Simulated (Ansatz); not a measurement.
Consider K2WBr6 (started from the K2PtCl6 type) (Fm-3m).

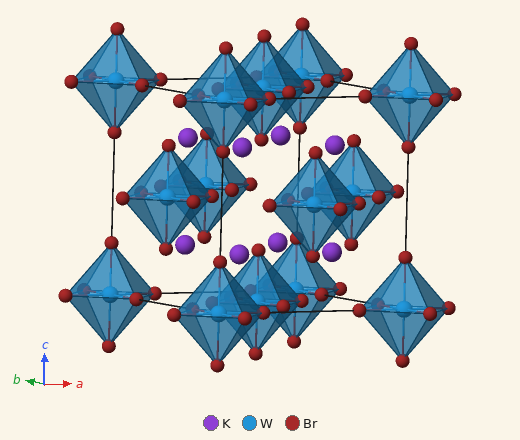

The structure (potassium purple, tungsten blue, bromine red). Some periodic images of atoms are drawn too.

The structure was built from a prototype and need not be the compound's stable phase.

```
K W Br
1.0
     0.00000    5.27123    5.27123
     5.27123    0.00000    5.27123
     5.27123    5.27123    0.00000
K W Br
2 1 6
Direct
  0.25000 0.25000 0.25000
  0.75000 0.75000 0.75000
  0.00000 0.00000 0.00000
  0.24082 0.24082 0.75918
  0.75918 0.75918 0.24082
  0.24082 0.75918 0.24082
  0.75918 0.24082 0.75918
  0.75918 0.24082 0.24082
  0.24082 0.75918 0.75918
```

The structure was relaxed with PBE. The structure type comes from a generator and need not be one that this composition takes. The structure was generated from a model, not taken from a measurement. The runs that relaxed it are not among those shown. The program's search for lower electronic states was switched off, so nothing shows that the state found is the lowest. Spin-orbit coupling is left out unless a run names it. PAW set soft_2, made with PBE.

A constrained-RPA run (Ansatz 0.2.0; non-magnetic PBE; W t2g + anion p, bands v19 to c2, 2×2×2 mesh, medium accuracy) builds 21 functions on bands 6.6 eV wide, with 38.0 electrons in the window. The bare on-site interaction is 12.6 eV and the bare J 0.52 eV.

**Question.** What U and J survive the screening?

On the W t2g shell, U = 4.49 eV (36 % of the bare value), U′ = 3.69 eV, J = 0.38 eV.

The parent state is non-magnetic and the interaction static (zero frequency); U depends on the window and the orbitals, so it belongs to this model alone. Spin-orbit coupling, which is strong for atoms this heavy, is left out. A window that holds the anion p bands defines a model with explicit ligands; its U belongs to that model and is not the U of DFT+U. Coarse meshes can leave U off its limit, most where the target bands are metallic.

[Paths, hosts, dates, memory and timing lines, banners, echoed tables and standing remarks are left out of the program output.]

[Logs are printed without paths, hosts, clocks, repeated set-up lines and the standing remarks that a program may print on its own settings, such as how far it seeks lower states.]

[Runs of the session that timed out or met a known fault of the program may be left out.]

[Hosts, paths, dates, database ids (printed as entryN), source tags and the programs' standing remarks are cut or masked in the printed files.]
